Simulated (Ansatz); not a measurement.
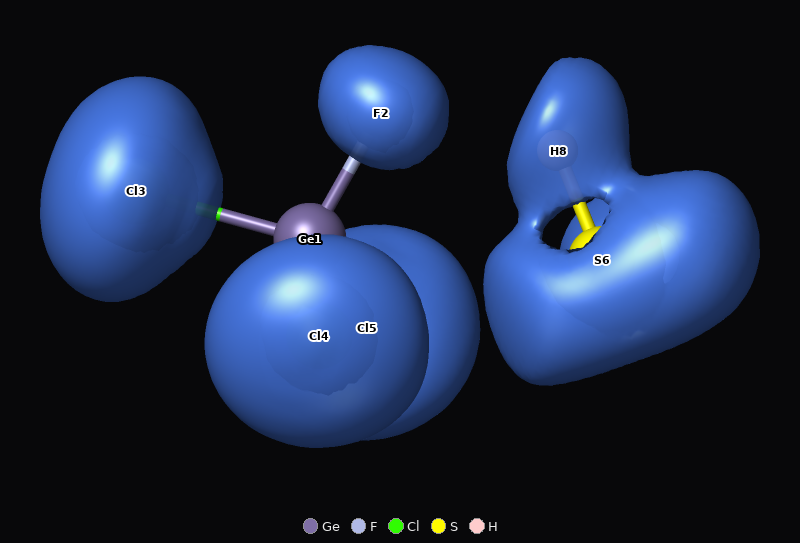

The picture shows: Cl3FGe···H2S. Isosurface of the electron localisation function at 0.75 (blue), seen from one side. Only the valence region is drawn (cores and ρ < 0.01 e/Å³ removed).

Not at a stationary point (largest force 0.8 eV/Å).

Computed with Ansatz, RKS PBE0-D4/def2-SVP.

Input

```
crystal:
  periodic: [false, false, false]
  atoms:
    - { symbol: Ge, position_ang: [0.0, 0.0, 0.0] }
    - { symbol: F, position_ang: [0.0, 0.0, 2.03] }
    - { symbol: Cl, position_ang: [2.0935, 0.0, -0.7393] }
    - { symbol: Cl, position_ang: [-1.0456, 1.8115, -0.7393] }
    - { symbol: Cl, position_ang: [-1.0456, -1.8115, -0.7393] }
    - { symbol: S, position_ang: [-2.4199, 0.0, 0.8041] }
    - { symbol: H, position_ang: [-3.1755, -0.8728, 0.0121] }
    - { symbol: H, position_ang: [-1.1972, 0.0, 1.926] }
basis:
  gaussian: { orbitals: def2-SVP }
hamiltonian:
  xc: pbe0
  dispersion: d4
relax:
  f_tol: 0.15
  max_steps: 25
  restrain:
    - { distance: [0, 5], at: 3.45, k: 30.0 }
    - { distance: [7, 1], at: 2.12, k: 30.0 }
    - { distance: [0, 1], at: 1.68, k: 30.0 }
    - { distance: [7, 5], at: 1.4, k: 30.0 }
output:
  orbitals: {}
```

Command:

```sh
ansatz run input.yaml --threads 4 --pin off --max-ram 5120MiB --backend cpu --events-out ev --progress --plain --runs-dir out
```

The fields are those of the run's last geometry, not of the input's.

**What do the ELF domains correspond to?**

The ELF exceeds this value in three regions wrapped around Cl (the valence shell of each), one region wrapped around F (its valence shell) and one joined region spread over several atoms (H, S), in which their bonds and any lone pairs are merged. Profiles from the grid: F2···H8 (2.12 Å): the ELF dips to about 0.05 between them. Ge–F (1.70 Å): the ELF peaks at about 0.80 in the valence shell of F, 0.5 Å from its nucleus, and is about 0.20 at the midpoint.
